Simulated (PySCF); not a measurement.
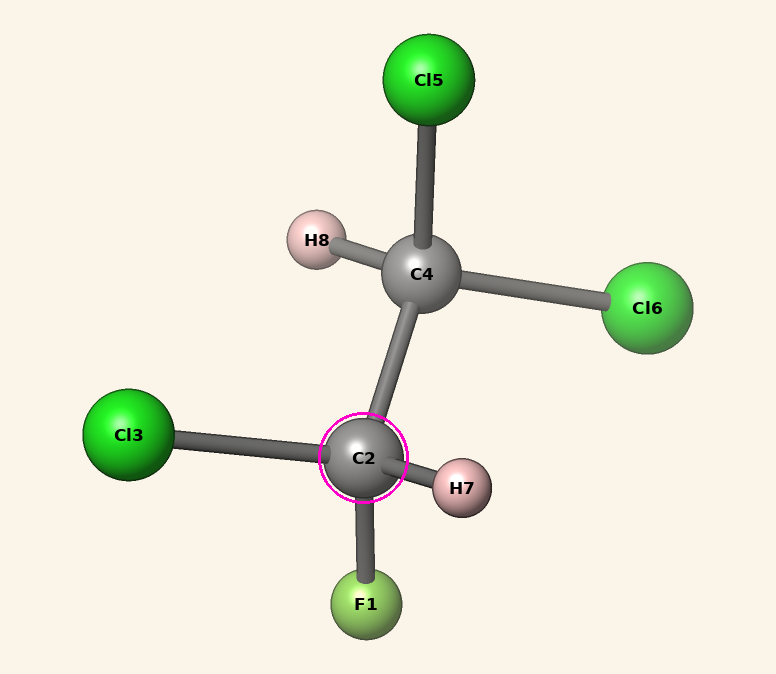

Depth is shown by fading: the farther an atom, the more it takes the colour of the background. Circles mark the stereogenic atoms. The computed structure is the end point of a PBE0-D3(BJ)/def2-SVP optimisation. No frequency run is at hand to confirm it as a minimum.

### Assign CIP descriptors.

C2: R (priorities Cl3 > F1 > C4 > H7).

### Write the isomeric SMILES.

F[C@H](Cl)C(Cl)Cl
